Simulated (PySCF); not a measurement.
**Excited-state calculation of SOF2**

- system: SOF2 (thionyl fluoride), SMILES O=S(F)F
- method: TDDFT HSE06/def2-QZVP, vertical, gas phase, core orbitals frozen in the response (PySCF 2.14.0)

The geometry comes from this level: GFN2-xTB. It belongs to a series of runs on one base structure; here: HSE06/def2-QZVP; 6 states; conv 1e-11.

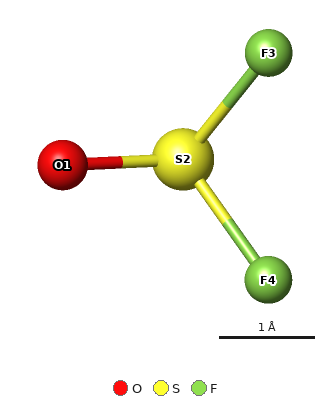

Fig. 1: The structure as given in the input (ball-and-stick view, seen on its broad side; atoms are numbered from 1 in the order of the input).

**The input**
```
{"job": {"kind": "uv", "xc": "HSE06", "basis": "def2-QZVP", "nstates": 6, "ntriplets": 2, "tda": false, "scf": {"conv": 1e-11}}, "charge": 0, "multiplicity": 1}
O      1.392701    -0.100839    -0.169693
S      0.160046    -0.010336     0.508334
F     -0.683530     1.254838    -0.181259
F     -0.858982    -1.138891    -0.180236
```

The first line tells a small driver script what to run in PySCF; the rest is the geometry in Å.

Launch command:
```bash
OMP_NUM_THREADS=1 python <driver script> task.json out
```

**Output**
```
final grid: 46168 points
cycle   1  E = -672.7036862198  dE =  7.789e-01  |g| = 1.076e+00  |ddm| = 1.937e+00
cycle   2  E = -671.9174337129  dE =  7.863e-01  |g| = 2.341e+00  |ddm| = 1.372e+00
cycle   3  E = -672.8719587064  dE = -9.545e-01  |g| = 3.597e-01  |ddm| = 1.042e+00
cycle   4  E = -672.8916630901  dE = -1.970e-02  |g| = 1.522e-01  |ddm| = 2.195e-01
cycle   5  E = -672.8952878420  dE = -3.625e-03  |g| = 1.765e-02  |ddm| = 7.096e-02
cycle   6  E = -672.8953391684  dE = -5.133e-05  |g| = 4.003e-03  |ddm| = 1.072e-02
cycle   7  E = -672.8953425589  dE = -3.390e-06  |g| = 7.970e-04  |ddm| = 3.208e-03
cycle   8  E = -672.8953426223  dE = -6.344e-08  |g| = 3.153e-04  |ddm| = 6.948e-04
cycle   9  E = -672.8953425997  dE =  2.261e-08  |g| = 1.990e-04  |ddm| = 1.726e-04
cycle  10  E = -672.8953426391  dE = -3.946e-08  |g| = 2.728e-05  |ddm| = 8.238e-05
cycle  11  E = -672.8953426393  dE = -1.305e-10  |g| = 5.854e-06  |ddm| = 1.674e-05
cycle  12  E = -672.8953426393  dE = -6.139e-12  |g| = 2.055e-06  |ddm| = 2.892e-06
converged SCF energy = -672.8953426393

Static polarisability (au): isotropic 25.779, principal 21.182 26.509 29.648

Singlet excitations
state   eV       nm        f      main configurations
  1   6.4866    191.1   0.03361   H->L 0.94
  2   7.5263    164.7   0.01190   H->L+1 0.56, H-1->L 0.42
  3   8.1391    152.3   0.00919   H-2->L 0.95
  4   8.4829    146.2   0.07871   H-1->L 0.32, H->L+1 0.26, H-3->L 0.24
  5   8.5271    145.4   0.00024   H-1->L+1 0.97
  6   8.7202    142.2   0.02670   H-3->L 0.74, H-1->L 0.10

Triplet excitations (Tamm-Dancoff, eV): 5.1472 6.2587
```

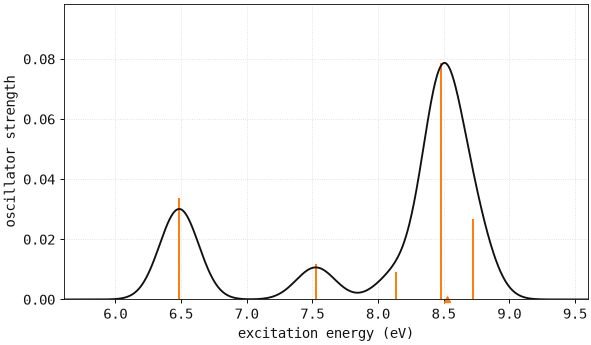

Fig. 2: Computed excitations as sticks (degenerate states added up, dark ones marked on the axis), with a Gaussian envelope of 0.35 eV full width at half maximum, scaled to the tallest. Of the 6 states the lowest lies at 6.49 eV (f = 0.034); the strongest line is at 8.48 eV, or 146 nm (f = 0.079).

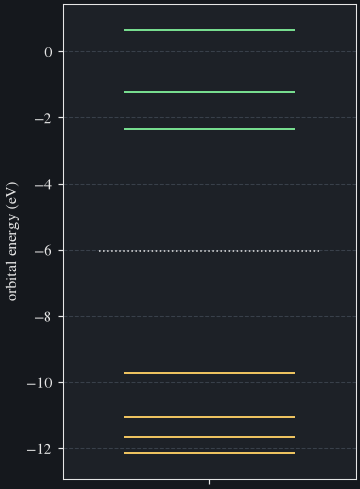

Fig. 3: Orbital energies near the frontier; the dotted line parts filled from empty levels, and levels within 0.02 eV of each other stand side by side. Highest filled −9.72 eV, lowest empty −2.34 eV, 7.38 eV apart.

**Key numbers**

- outcome: converged
- total energy: −672.895343 hartree
- HOMO: −9.72 eV
- LUMO: −2.34 eV
- dipole moment: 1.77 D
- mean polarisability: 25.78 a.u.
- lowest singlet excitation: 6.49 eV
- hardware: 1 CPU thread, shared host
- wall time: 33 s
- peak memory: 0.82 GiB

Settings chosen away from the usual ones: HSE06/def2-QZVP; 6 states; conv 1e-11.
